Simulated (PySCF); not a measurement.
The calculation's input:

```
{"job": {"kind": "nmr", "xc": "PBE0", "basis": "pcSseg-1"}, "charge": 0, "multiplicity": 1}
N      3.345925    -0.590913    -0.071550
C      2.237323    -0.302076    -0.054390
C      0.850514     0.007221    -0.030118
C     -0.065128    -1.047265     0.068867
C     -1.424224    -0.831116     0.098687
P     -2.172948     0.738733     0.017437
C     -0.708976     1.699702    -0.092069
N      0.529637     1.295919    -0.104088
H      0.321593    -2.056294     0.122624
H     -2.081841    -1.688894     0.177849
H     -0.826450     2.777655    -0.159213
```

Command:

```sh
OMP_NUM_THREADS=1 python probes_run.py task.json out
```

Geometry: GFN2-xTB.

Method: PBE0/pcSseg-1, SCF density, gas phase, non-relativistic in PySCF.

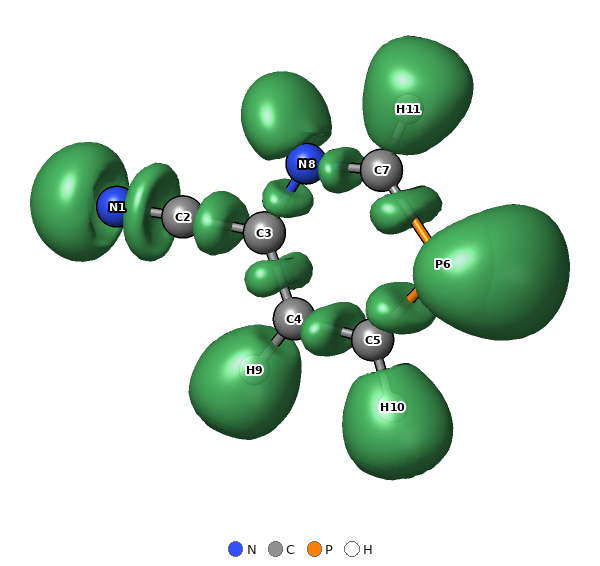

C5H3N2P (SMILES N#Cc1ccpcn1). Isosurface of the ELF at 0.8 (green), seen at an oblique angle. Only the valence region is drawn (cores and ρ < 0.01 e/Å³ removed).

> Describe the localisation domains.

The ELF exceeds this value in three regions between bonded C–C atoms (shared pairs), three regions between bonded C–N atoms (shared pairs), two regions between bonded C–P atoms (shared pairs), three regions around hydrogen nuclei, two lobes on N, pointing away from the bonds (lone pairs) and one lobe on P, pointing away from the bonds (lone pairs). Profiles from the grid: C–N (1.15 Å): the ELF peaks at about 0.85 between the atoms (a multiple bond). C–C (1.38 Å): the ELF peaks at about 0.95 between the atoms; a covalent bond.
